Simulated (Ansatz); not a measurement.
# AlPt3N (built on the sites of a database entry of InNi3N): following an unstable mode, part 2 of 3

Wanted: the energy along a soft mode of AlPt3N (built on the sites of a database entry of InNi3N) and the structure at the end.

Ansatz 0.2.0; DFT RPBE, scalar-relativistic, plane waves, PAW.

So far, highest frequency on the path or at a solved wavevector (cm⁻¹): step 2 (response at finite wavevector) 513. Also lowest frequency on the path (cm⁻¹): step 2 -140.

The structure was built from a prototype and need not be the compound's stable phase.

### 4. The mode frozen in, largest atomic shift 0.14 Å

The atoms are moved along the unstable eigenvector, the largest shift by 0.14 Å, with the cell fixed.

The input, input.yaml:

```yaml
crystal:
  lattice:
    - [4.2086436197, 0.0, 0.0]
    - [0.0, 4.2086436197, 0.0]
    - [0.0, 0.0, 8.4172872394]
  atoms:
    - { symbol: Al, position: [0.0, 0.0, 0.0] }
    - { symbol: Al, position: [0.0, 0.0, 0.5] }
    - { symbol: Pt, position: [0.5, 0.5, 0.5] }
    - { symbol: Pt, position: [0.5, 0.5, 0.0] }
    - { symbol: Pt, position: [0.492441246, -0.0067579993, 0.25] }
    - { symbol: Pt, position: [0.507558754, 0.0067579993, 0.75] }
    - { symbol: Pt, position: [0.0028857587, 0.5177014295, 0.25] }
    - { symbol: Pt, position: [-0.0028857587, 0.4822985705, 0.75] }
    - { symbol: "N", position: [0.5130634061, 0.4694075292, 0.25] }
    - { symbol: "N", position: [0.4869365939, 0.5305924708, 0.75] }
kpoints:
  mp_grid: { grid: [8, 8, 4] }
hamiltonian:
  xc: rpbe
scf:
  occupations: { method: methfessel_paxton, width: 0.2 }
output:
  forces: true
  stress: true
  eigenvalues: true
```

Launch:

```console
> ansatz run input.yaml --threads 8 --pin off --max-ram 14336MiB --backend cpu --events-out ev --progress --plain --runs-dir out
```

Numbers of over 12 decimals in the logs are rounded to 6 here.

The log of the run:

```text
[...]
Crystal: 10 atoms, lattice volume = 149.093 Å³
Basis set: ecut = 420 eV, 2881 PW (Γ), exchange–correlation on 60×60×120 points (8 copies of the dense FFT grid, shifted against one another)
Bands: 75, of which v1, the nominal top of the filled ones, is band 62 counted from 1 (61 counted from 0)
Symmetry: 4 space group operations
[...]
k-points: 102 of 256
[...]
k-point 0: bands = [... 58 lower, 16.3469, 16.3754, 16.3876, 16.4874, 17.6636, 18.0182, 18.0592, 18.1431, ... 9 higher]
  k-point 1: bands = [... 58 lower, 16.2674, 16.3185, 16.4291, 16.4783, 17.6422, 17.6567, 18.2007, 18.3571, ... 9 higher]
  k-point 2: bands = [... 58 lower, 16.2325, 16.2325, 16.4597, 16.4597, 17.5278, 17.5278, 18.4558, 18.4558, ... 9 higher]
  k-point 101: bands = [... 58 lower, 16.6158, 16.6158, 16.6494, 16.6494, 17.0997, 17.0997, 19.0616, 19.0616, ... 9 higher]
[key lines of the parts left out:]
SCF converged after 7 iterations
Free energy (F): -77069.152527 eV
Fermi energy:    17.136024 eV
P = ⅓ Tr σ = 0.3316 GPa (3.316 kbar)
```

It took 7.3 s on 8 threads of Arm Neoverse V2, shared host; peak memory 1.2 GiB; 56 s of CPU time.

Numbers from this step:

- pressure: 0.3316 GPa
- energy from the undistorted cell: -3.076 meV/atom

The energy, extrapolated to zero smearing, is -3.08 meV/atom against the undistorted cell.

The run ends at a pressure of 0.33 GPa, with forces up to 0.45 eV/Å.

### 5. Energy along the mode, all amplitudes (two of the runs are shown above)

An imaginary frequency means negative curvature, so the energy should fall and then rise again as anharmonic terms take over.

Numbers from this step:

```yaml
depth_at_the_lowest_point_sampled: 3.076 meV/atom
largest_atomic_shift_at_that_point: 0.14 Å
```

The energy from the parent by largest atomic shift:

```csv
largest atomic shift (Å),energy from the parent (meV/atom)
0.000,0
0.040,-0.543
0.080,-1.83
0.140,-3.08
0.220,2.23
0.320,26.6
```

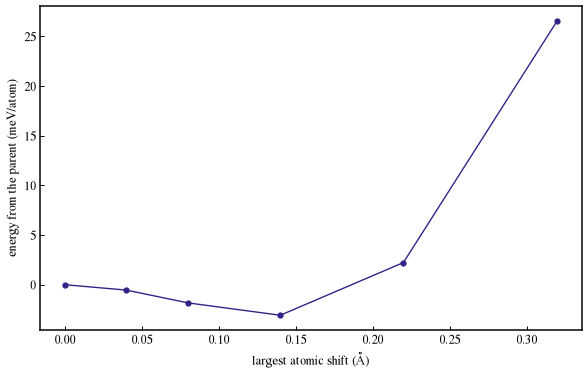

Energy from the parent, plotted against largest atomic shift.

Displacement at unit largest shift by atom:

```csv
atom,x (Å),y (Å),z (Å),size
Al1,0.00,0.00,0.00,0.00
Al2,0.00,0.00,0.00,0.00
Pt3,0.00,0.00,0.00,0.00
Pt4,0.00,0.00,0.00,0.00
Pt5,-0.23,-0.20,0.00,0.30
Pt6,0.23,0.20,0.00,0.30
Pt7,0.09,0.53,0.00,0.54
Pt8,-0.09,-0.53,0.00,0.54
N9,0.39,-0.92,0.00,1.00
N10,-0.39,0.92,0.00,1.00
```

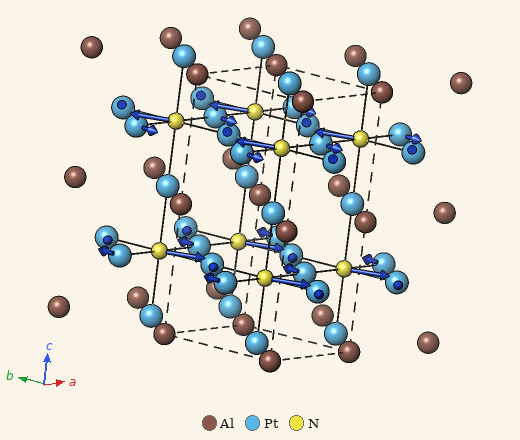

Displacement at unit largest shift as arrows, the longest 1.00 Å. 2×2×1 cells are drawn. Some periodic images of atoms are drawn too.

The lowest of the steps tried is at 0.14 Å, 3.08 meV/atom below the parent; the bottom of the well need not coincide with a step.

### 6. Relaxation from the frozen mode

Starting from the lowest point found, all atoms and the cell are let go, so that strain and other modes of the same symmetry can join in.

input.yaml: that of step 4 with these lines changed.

```diff
@@ -26 +26,6 @@
   eigenvalues: true
+relax:
+  adjacent_minimum: "off"
+  f_tol: 0.002
+  max_steps: 120
+  cell: { stress_tol: 0.03 }
```

The log of the run:

```text
[...]
Crystal: 10 atoms, lattice volume = 149.093 Å³
Basis set: ecut = 420 eV, 2881 PW (Γ), exchange–correlation on 60×60×120 points (8 copies of the dense FFT grid, shifted against one another)
Bands: 75, of which v1, the nominal top of the filled ones, is band 62 counted from 1 (61 counted from 0)
Symmetry: 4 space group operations
[...]
k-points: 102 of 256
[...]
SCF iter   1: F=—  HF=-77069.201894 eV  |F-HF|=—  |Δ(HF+E_count)|=         —  Δρ=1.11e-2  dr2=2.30e-1  ethr=1.77e-3  ⟨swp⟩=5.1  Hψ=26385  notcnv=0
[...]
SCF iter   7: F=-77069.152527 eV  HF=-77069.152527 eV  |F-HF|=2.68e-9  |Δ(HF+E_count)|=   1.42e-8  S|Δr|=    0.00e0  Δρ=3.34e-6  dr2=1.76e-8  ethr=8.06e-11  ⟨swp⟩=8.5  Hψ=28176  notcnv=0
SCF 1 converged in 7 iterations: F = -77069.152527 eV  dr2 = 1.76e-8
[...]
relax step   1: F+E_penalty+E_count = -77069.15252655 eV  Δ(F+E_penalty+E_count) = +0.000e0 eV  max|allowed force component| = 3.688e-1 eV/Å  Δτ_max = 0.0000 Å  P = +0.332 GPa  Ω = 149.093 Å³  (7 SCF iters, dr2 threshold 1.00e-7 eV, accepted)
Crystal: 10 atoms, lattice volume = 149.309 Å³
Basis set: ecut = 420 eV, 2869 PW (Γ), exchange–correlation on 60×60×120 points (8 copies of the dense FFT grid, shifted against one another)
[...]
SCF iter   6: F=-77069.259987 eV  HF=-77069.259987 eV  |F-HF|=7.95e-8  |Δ(HF+E_count)|=   1.35e-7  S|Δr|=    0.00e0  Δρ=9.56e-6  dr2=1.97e-7  ethr=8.06e-10  ⟨swp⟩=5.2  Hψ=26246  notcnv=0
SCF 2 converged in 6 iterations: F = -77069.259987 eV  dr2 = 1.97e-7
relax step   2: F+E_penalty+E_count = -77069.25998671 eV  Δ(F+E_penalty+E_count) = -1.075e-1 eV  max|allowed force component| = 3.701e-1 eV/Å  Δτ_max = 0.0805 Å  P = +0.059 GPa  Ω = 149.309 Å³  energy of the carried Pulay correction = -2.485e-4 eV  (6 SCF iters, dr2 threshold 1.00e-6 eV, accepted)
Crystal: 10 atoms, lattice volume = 149.548 Å³
Basis set: ecut = 420 eV, 2897 PW (Γ), exchange–correlation on 60×60×120 points (8 copies of the dense FFT grid, shifted against one another)
[...]
SCF iter   6: F=-77069.491910 eV  HF=-77069.491910 eV  |F-HF|=2.95e-7  |Δ(HF+E_count)|=   9.33e-7  S|Δr|=    0.00e0  Δρ=1.86e-5  dr2=6.89e-7  ethr=8.06e-10  ⟨swp⟩=5.8  Hψ=30003  notcnv=0
SCF 3 converged in 6 iterations: F = -77069.491910 eV  dr2 = 6.89e-7
[...]
relax step   3: F+E_penalty+E_count = -77069.49191011 eV  Δ(F+E_penalty+E_count) = -2.319e-1 eV  max|allowed force component| = 5.241e-1 eV/Å  Δτ_max = 0.1251 Å  P = +0.075 GPa  Ω = 149.548 Å³  energy of the carried Pulay correction = -5.239e-4 eV  (6 SCF iters, dr2 threshold 1.00e-6 eV, accepted)
[... from here on, the SCF cycles and remarks between the steps are left out ...]
relax step   4: F+E_penalty+E_count = -77069.97685168 eV  Δ(F+E_penalty+E_count) = -4.849e-1 eV  max|allowed force component| = 4.624e-1 eV/Å  Δτ_max = 0.1952 Å  P = +0.952 GPa  Ω = 149.605 Å³  energy of the carried Pulay correction = -5.886e-4 eV  (7 SCF iters, dr2 threshold 1.00e-6 eV, accepted)
relax step   5: F+E_penalty+E_count = -77070.34804773 eV  Δ(F+E_penalty+E_count) = -3.712e-1 eV  max|allowed force component| = 8.521e-1 eV/Å  Δτ_max = 0.1962 Å  P = +2.086 GPa  Ω = 149.923 Å³  energy of the carried Pulay correction = -9.528e-4 eV  (7 SCF iters, dr2 threshold 1.00e-6 eV, accepted)
relax step   6: F+E_penalty+E_count = -77070.65423086 eV  Δ(F+E_penalty+E_count) = -3.062e-1 eV  max|allowed force component| = 6.103e-1 eV/Å  Δτ_max = 0.1427 Å  P = -0.921 GPa  Ω = 153.194 Å³  energy of the carried Pulay correction = -4.658e-3 eV  (7 SCF iters, dr2 threshold 1.00e-6 eV, accepted)
relax step   7: F+E_penalty+E_count = -77070.82594704 eV  Δ(F+E_penalty+E_count) = -1.717e-1 eV  max|allowed force component| = 4.822e-1 eV/Å  Δτ_max = 0.1927 Å  P = +1.379 GPa  Ω = 152.239 Å³  energy of the carried Pulay correction = -3.585e-3 eV  (7 SCF iters, dr2 threshold 1.00e-6 eV, accepted)
relax step   8: F+E_penalty+E_count = -77071.12619937 eV  Δ(F+E_penalty+E_count) = -3.003e-1 eV  max|allowed force component| = 6.877e-1 eV/Å  Δτ_max = 0.2000 Å  P = -1.053 GPa  Ω = 155.567 Å³  energy of the carried Pulay correction = -7.296e-3 eV  (7 SCF iters, dr2 threshold 1.00e-6 eV, accepted)
relax step   9: F+E_penalty+E_count = -77070.98903054 eV  Δ(F+E_penalty+E_count) = +1.372e-1 eV  max|allowed force component| = 3.185e0 eV/Å  Δτ_max = 0.1947 Å  P = +1.825 GPa  Ω = 156.358 Å³  energy of the carried Pulay correction = -8.167e-3 eV  (7 SCF iters, dr2 threshold 1.00e-6 eV, rejected (line search))
relax step  10: F+E_penalty+E_count = -77071.30033391 eV  Δ(F+E_penalty+E_count) = -1.741e-1 eV  max|allowed force component| = 5.460e-1 eV/Å  Δτ_max = 0.0949 Å  P = -0.638 GPa  Ω = 155.018 Å³  energy of the carried Pulay correction = -6.689e-3 eV  (11 SCF iters, accepted)
relax step  11: F+E_penalty+E_count = -77071.49636121 eV  Δ(F+E_penalty+E_count) = -1.960e-1 eV  max|allowed force component| = 3.478e-1 eV/Å  Δτ_max = 0.0974 Å  P = +0.537 GPa  Ω = 153.849 Å³  energy of the carried Pulay correction = -5.390e-3 eV  (6 SCF iters, dr2 threshold 1.00e-6 eV, accepted)
relax step  12: F+E_penalty+E_count = -77071.52431507 eV  Δ(F+E_penalty+E_count) = -2.795e-2 eV  max|allowed force component| = 7.702e-1 eV/Å  Δτ_max = 0.1171 Å  P = +0.854 GPa  Ω = 152.535 Å³  energy of the carried Pulay correction = -3.918e-3 eV  (6 SCF iters, dr2 threshold 1.00e-6 eV, accepted)
relax step  13: F+E_penalty+E_count = -77071.51930653 eV  Δ(F+E_penalty+E_count) = +5.009e-3 eV  max|allowed force component| = 6.050e-1 eV/Å  Δτ_max = 0.2000 Å  P = -0.308 GPa  Ω = 151.396 Å³  energy of the carried Pulay correction = -2.632e-3 eV  (7 SCF iters, dr2 threshold 1.00e-6 eV, rejected (line search))
relax step  14: F+E_penalty+E_count = -77071.62193958 eV  Δ(F+E_penalty+E_count) = -9.762e-2 eV  max|allowed force component| = 2.065e-1 eV/Å  Δτ_max = 0.0971 Å  P = -0.681 GPa  Ω = 152.057 Å³  energy of the carried Pulay correction = -3.380e-3 eV  (10 SCF iters, accepted)
relax step  15: F+E_penalty+E_count = -77071.64357729 eV  Δ(F+E_penalty+E_count) = -2.164e-2 eV  max|allowed force component| = 1.169e-1 eV/Å  Δτ_max = 0.0966 Å  P = +0.168 GPa  Ω = 150.441 Å³  energy of the carried Pulay correction = -1.545e-3 eV  (6 SCF iters, dr2 threshold 1.00e-6 eV, accepted)
[...]
relax step  24: F+E_penalty+E_count = -77072.35280197 eV  Δ(F+E_penalty+E_count) = -6.250e-2 eV  max|allowed force component| = 1.645e-1 eV/Å  Δτ_max = 0.1977 Å  P = +0.340 GPa  Ω = 151.953 Å³  energy of the carried Pulay correction = -1.619e-3 eV  (7 SCF iters, dr2 threshold 1.00e-6 eV, accepted)
relax step  25: F+E_penalty+E_count = -77072.36560746 eV  Δ(F+E_penalty+E_count) = -1.281e-2 eV  max|allowed force component| = 1.306e-1 eV/Å  Δτ_max = 0.0335 Å  P = -0.428 GPa  Ω = 153.066 Å³  energy of the carried Pulay correction = -2.687e-3 eV  (6 SCF iters, dr2 threshold 1.00e-6 eV, accepted)
relax step  26: F+E_penalty+E_count = -77072.36686648 eV  Δ(F+E_penalty+E_count) = -1.259e-3 eV  max|allowed force component| = 1.315e-1 eV/Å  Δτ_max = 0.0455 Å  P = +0.466 GPa  Ω = 152.413 Å³  energy of the carried Pulay correction = -1.800e-3 eV  (6 SCF iters, dr2 threshold 1.00e-6 eV, accepted)
relax step  27: F+E_penalty+E_count = -77072.37234630 eV  Δ(F+E_penalty+E_count) = -5.480e-3 eV  max|allowed force component| = 2.086e-2 eV/Å  Δτ_max = 0.0287 Å  P = +0.173 GPa  Ω = 152.798 Å³  energy of the carried Pulay correction = -2.253e-3 eV  (5 SCF iters, dr2 threshold 1.00e-6 eV, accepted)
relax step  28: F+E_penalty+E_count = -77072.37264532 eV  Δ(F+E_penalty+E_count) = -2.990e-4 eV  max|allowed force component| = 8.734e-3 eV/Å  Δτ_max = 0.0134 Å  P = -0.028 GPa  Ω = 152.963 Å³  energy of the carried Pulay correction = -2.481e-3 eV  (5 SCF iters, dr2 threshold 2.70e-7 eV, accepted)
relax step  29: F+E_penalty+E_count = -77072.37282814 eV  Δ(F+E_penalty+E_count) = -1.828e-4 eV  max|allowed force component| = 1.458e-3 eV/Å  Δτ_max = 0.0059 Å  P = -0.009 GPa  Ω = 152.935 Å³  energy of the carried Pulay correction = -2.439e-3 eV  (6 SCF iters, dr2 threshold 1.59e-8 eV, accepted)
relax step  30: F+E_penalty+E_count = -77072.37283820 eV  Δ(F+E_penalty+E_count) = -1.006e-5 eV  max|allowed force component| = 1.025e-3 eV/Å  Δτ_max = 0.0009 Å  P = +0.002 GPa  Ω = 152.938 Å³  energy of the carried Pulay correction = -2.439e-3 eV  (5 SCF iters, dr2 threshold 2.68e-9 eV, accepted)
relax step  31: F+E_penalty+E_count = -77072.42125371 eV  Δ(F+E_penalty+E_count) = -4.842e-2 eV  max|allowed force component| = 3.320e-3 eV/Å  Δτ_max = 0.0000 Å  P = +0.465 GPa  Ω = 152.938 Å³  stress off target by 1.33e0 GPa  SCF on the basis re-selected at this cell (its energy is not comparable with the rows above)  (7 SCF iters)
relax step  32: F+E_penalty+E_count = -77072.43982798 eV  Δ(F+E_penalty+E_count) = -1.857e-2 eV  max|allowed force component| = 3.422e-2 eV/Å  Δτ_max = 0.0316 Å  P = -0.040 GPa  Ω = 154.076 Å³  energy of the carried Pulay correction = -1.147e-3 eV  (6 SCF iters, dr2 threshold 1.00e-6 eV, accepted)
relax step  33: F+E_penalty+E_count = -77072.44281222 eV  Δ(F+E_penalty+E_count) = -2.984e-3 eV  max|allowed force component| = 5.254e-2 eV/Å  Δτ_max = 0.0261 Å  P = +0.184 GPa  Ω = 154.455 Å³  energy of the carried Pulay correction = -1.474e-3 eV  (6 SCF iters, dr2 threshold 2.53e-7 eV, accepted)
relax step  34: F+E_penalty+E_count = -77072.44346130 eV  Δ(F+E_penalty+E_count) = -6.491e-4 eV  max|allowed force component| = 1.373e-2 eV/Å  Δτ_max = 0.0108 Å  P = -0.054 GPa  Ω = 154.555 Å³  energy of the carried Pulay correction = -1.622e-3 eV  (6 SCF iters, dr2 threshold 1.73e-7 eV, accepted)
relax step  35: F+E_penalty+E_count = -77072.44354609 eV  Δ(F+E_penalty+E_count) = -8.480e-5 eV  max|allowed force component| = 4.560e-3 eV/Å  Δτ_max = 0.0015 Å  P = +0.010 GPa  Ω = 154.512 Å³  energy of the carried Pulay correction = -1.568e-3 eV  (5 SCF iters, dr2 threshold 1.63e-8 eV, accepted)
relax step  36: F+E_penalty+E_count = -77072.44353697 eV  Δ(F+E_penalty+E_count) = +9.120e-6 eV  max|allowed force component| = 3.087e-4 eV/Å  Δτ_max = 0.0005 Å  P = -0.002 GPa  Ω = 154.524 Å³  energy of the carried Pulay correction = -1.581e-3 eV  (5 SCF iters, dr2 threshold 1.30e-9 eV, accepted)
relax step  37: F+E_penalty+E_count = -77072.44644296 eV  Δ(F+E_penalty+E_count) = -2.906e-3 eV  max|allowed force component| = 3.801e-4 eV/Å  Δτ_max = 0.0000 Å  P = +0.004 GPa  Ω = 154.524 Å³  stress off target by 6.22e-2 GPa  SCF on the basis re-selected at this cell (its energy is not comparable with the rows above)  (6 SCF iters)
relax step  38: F+E_penalty+E_count = -77072.44648428 eV  Δ(F+E_penalty+E_count) = -4.132e-5 eV  max|allowed force component| = 1.835e-3 eV/Å  Δτ_max = 0.0019 Å  P = -0.000 GPa  Ω = 154.578 Å³  energy of the carried Pulay correction = -5.097e-5 eV  (5 SCF iters, dr2 threshold 9.68e-9 eV, accepted)
[...]
SCF iter   6: F=-77072.446525 eV  HF=-77072.446525 eV  |F-HF|=0.00e0  |Δ(HF+E_count)|=  7.28e-11  S|Δr|=    0.00e0  Δρ=2.29e-8  dr2=9.18e-13  ethr=1.00e-12  ⟨swp⟩=4.5  Hψ=23359  notcnv=0
SCF 39 converged in 6 iterations: F = -77072.446525 eV  dr2 = 9.18e-13
relax step  39: F+E_penalty+E_count = -77072.44652480 eV  Δ(F+E_penalty+E_count) = -4.052e-5 eV  max|allowed force component| = 1.853e-3 eV/Å  Δτ_max = 0.0000 Å  P = -0.000 GPa  Ω = 154.578 Å³  stress off target by 1.66e-2 GPa  SCF on the basis re-selected at this cell (its energy is not comparable with the rows above)  (6 SCF iters)
[...]
SCF converged after 6 iterations
[...]
Free energy (F): -77072.446525 eV
[...]
Internal energy: -77072.451664 eV  (E = F + TS)
E sigma→0 (E₀):  -77072.447810 eV
Entropy (-TS):   0.005139 eV (0.514 meV/atom)
Fermi energy:    15.592142 eV
[...]
--- Forces (eV/Å), atoms counted from 1 ---
  atom   1  Al     0.00000000    -0.00000000     0.00000000
  atom   2  Al     0.00000000    -0.00000000     0.00000000
  atom   3  Pt     0.00000000     0.00000000     0.00000000
  atom   4  Pt     0.00000000     0.00000000    -0.00000000
  atom   5  Pt     0.00021311     0.00014770    -0.00000000
  atom   6  Pt    -0.00021311    -0.00014770     0.00000000
  atom   7  Pt    -0.00153396    -0.00059513    -0.00000000
  atom   8  Pt     0.00153396     0.00059513     0.00000000
  atom   9  N      0.00060746     0.00185327    -0.00000000
  atom  10  N     -0.00060746    -0.00185327     0.00000000
  max |Σ_I F_I| component: 2.17e-19 eV/Å
--- Stress (GPa, compression-positive) ---
        0.003267       0.008701       0.000000
        0.008701       0.010928       0.000000
        0.000000       0.000000      -0.014913
  P = ⅓ Tr σ = -0.0002 GPa (-0.002 kbar)
--- Band table (eV; the first three rows and the last of 102) ---
  k-point 0: bands = [... 58 lower, 14.0100, 14.6407, 14.8414, 15.6608, 16.3064, 16.3581, 17.2884, 18.0945, ... 9 higher]
  k-point 1: bands = [... 58 lower, 14.3353, 14.6081, 14.7817, 15.0934, 16.3767, 16.9417, 17.2722, 18.0480, ... 9 higher]
  k-point 2: bands = [... 58 lower, 14.4680, 14.4680, 14.7102, 14.7102, 16.6378, 16.6378, 17.8046, 17.8046, ... 9 higher]
  k-point 101: bands = [... 58 lower, 14.6040, 14.6040, 14.7919, 14.7919, 16.9649, 16.9649, 17.2121, 17.2121, ... 9 higher]
--- Relaxed structure (35 steps of the walk, 33 accepted, 4 SCFs on fresh bases) ---
  F+E_penalty+E_count = -77072.44652480 eV   max|allowed force component| = 1.853e-3 eV/Å   (the final SCF, on the basis selected at the relaxed cell)
  cell:  # Å, volume = 154.5785 Å³
    - [3.918989, 0.965645, 0.0]
    - [0.965645, 5.628056, 0.0]
    - [0.0, 0.0, 7.317734]
  atoms:
    - { symbol: Al, position: [-4.1475726039880063e-19, 4.340782507900484e-19, 0] }
    - { symbol: Al, position: [-4.1475726039880063e-19, 4.340782507900484e-19, 0.500000] }
    - { symbol: Pt, position: [0.500000, 0.5, 0.500000] }
    - { symbol: Pt, position: [0.500000, 0.5, 0] }
    - { symbol: Pt, position: [0.094366, 0.242295, 0.250000] }
    - { symbol: Pt, position: [0.905634, -0.242295, 0.75] }
    - { symbol: Pt, position: [-0.253488, 0.832732, 0.250000] }
    - { symbol: Pt, position: [0.253488, 0.167268, 0.75] }
    - { symbol: N, position: [0.252974, 0.533429, 0.250000] }
    - { symbol: N, position: [0.747026, 0.466571, 0.75] }
```

Elapsed: 5.6 min, on 8 threads; peak memory 1.4 GiB.

(Continued in part 3 of 3.)

[Logs are printed without paths, hosts, clocks, repeated set-up lines and the standing remarks that a program may print on its own settings, such as how far it seeks lower states.]

[Hosts, paths, dates, database ids (printed as entryN), source tags and the programs' standing remarks are cut or masked in the printed files.]
